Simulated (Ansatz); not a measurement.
The end point of a relaxation of TaN. Space group P-6m2 (No. 187), AFLOW prototype AB_hP2_187_d_a (B_h, as in WC). These are PBEsol (plane waves to 420 eV, PAW, scalar-relativistic; Ansatz, an electronic-structure program) values and carry that method's errors.

```xyz
2
Lattice="2.9240 0.0000 0.0000 -1.4620 2.5322 0.0000 0.0000 0.0000 2.8708" Properties=species:S:1:pos:R:3 pbc="T T T"
Ta     0.0000     0.0000     0.0000
N      1.4620     0.8441     1.4354
```

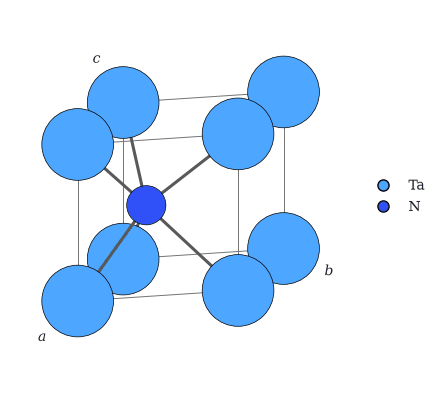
Figure: The conventional cell of the relaxed structure

For TaN, the volume per atom is 10.63 Å³ and the band gap comes out as zero (metallic). The shortest distances comes out as N–Ta 2.22 Å; N–N 2.87 Å; Ta–Ta 2.87 Å and the k-mesh is 13×13×11.

Band energies at high-symmetry points (eV from the Fermi level; labels of this space group; no spin-orbit coupling), from −5 eV up to 2.2 eV:

```
point                 energies
-----  -----------------------
Γ      -4.64 -4.64 -4.30 -2.95
M                  -3.56 -3.20
K               0.13 1.03 1.59
A      -3.80 -3.80 -0.12 -0.12
L                        -0.33
H                  -3.92 -0.36
```

No spin polarisation in the result.

The run could not lose the symmetry of its start.

All atoms sit on sites fixed by symmetry, so only the cell could relax.

The first start was generated by placing the elements on the sites of a structure type. A measured structure of TaN has the same space group, P-6m2 (No. 187); the sites were not compared with it. Another known form has space group No. 225.
